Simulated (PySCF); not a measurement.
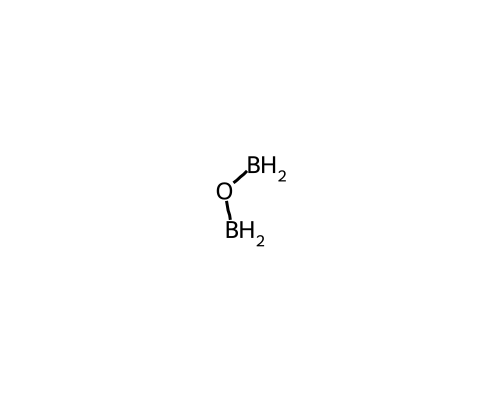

> Write the SMILES.

BOB

> What is the molecular formula?

B2H4O.

> An optimisation with GFN2-xTB gave a structure of which point group?

D2d.

More results for the same structure follow; atom numbers are the same in all pictures, views and colours differ. Computed geometry: GFN2-xTB optimisation. No frequency run is at hand to confirm it as a minimum.

**Quadrupole coupling**

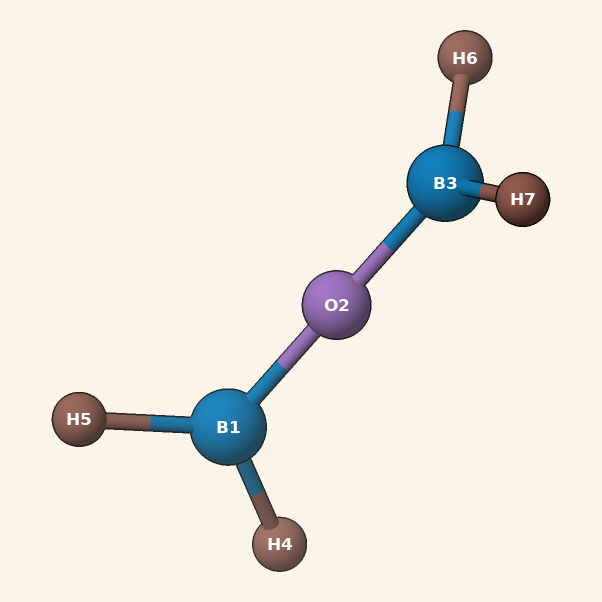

No frequency run is at hand to confirm it as a minimum. Electric field gradients from the ground-state density, PBE0/pcSseg-1 (PySCF 2.14.0), non-relativistic apart from any core potentials.

Give the largest field-gradient component, the quadrupole coupling constant and the asymmetry for 11B at B1 (Q = 40.59 mb), 17O at O2 (Q = −25.6 mb).

```json
{"atom": "B1", "V_zz (a.u.)": "0.460", "e²qQ/h (MHz)": "4.39", "η": "0.44"}
{"atom": "O2", "V_zz (a.u.)": "0.721", "e²qQ/h (MHz)": "−4.34", "η": "0.00"}
```

**NMR shielding**

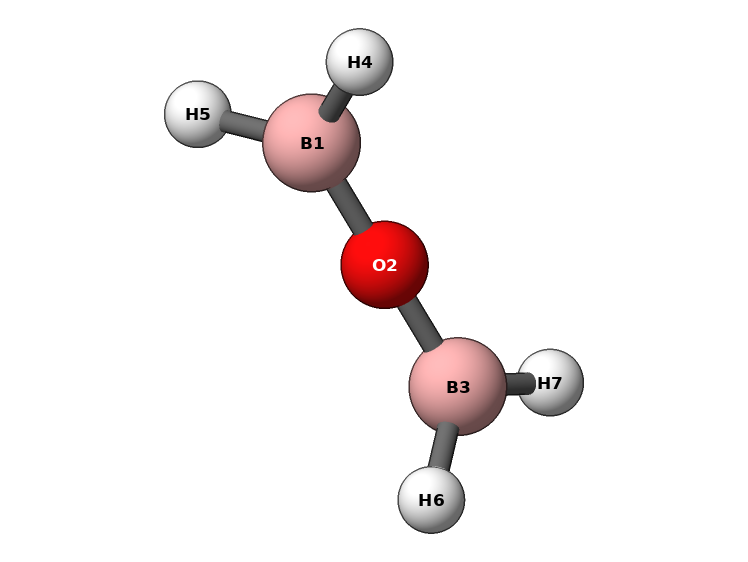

No frequency run is at hand to confirm it as a minimum. Level of theory: GIAO PBE0/pcSseg-1 NMR shielding, non-relativistic, gas phase (PySCF 2.14.0). Principal shieldings σ11 ≤ σ22 ≤ σ33, span Ω = σ33 − σ11, skew κ = 3(σiso − σ22)/Ω.

Give the shielding tensors of the B atoms.

```
  atom   σ11   σ22    σ33  σiso     Ω     κ
B1, B3  13.4  55.2  111.6  60.1  98.2  0.15
```

Shieldings and span in ppm.

**Electronic properties**

No frequency run is at hand to confirm it as a minimum. Level of theory: B3LYP/pcJ-1, gas phase (PySCF 2.14.0).

> What is the HOMO energy (Kohn–Sham orbital)?

−8.72 eV.

> Estimate the HOMO–LUMO gap.

7.82 eV.

**Bond orders**

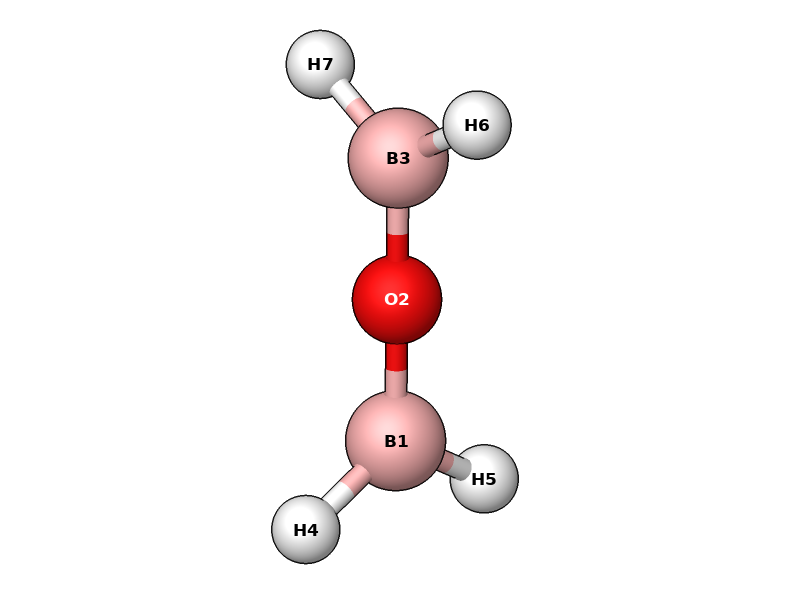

Every bond is drawn as one stick. No frequency run is at hand to confirm it as a minimum. Method: PBE0/pcSseg-1 (PySCF 2.14.0).

List the Mayer bond orders of B1–O2, B1–H4 (one bond of each equivalent set).

| bond | Mayer order | length (Å) |
| --- | --- | --- |
| B1–O2 | 1.22 | 1.294 |
| B1–H4 | 0.96 | 1.180 |

The geometry is semi-empirical. Around B such bond lengths and angles can be off by a tenth of an ångström or more and by several degrees, and values that hang on the shape move with them.
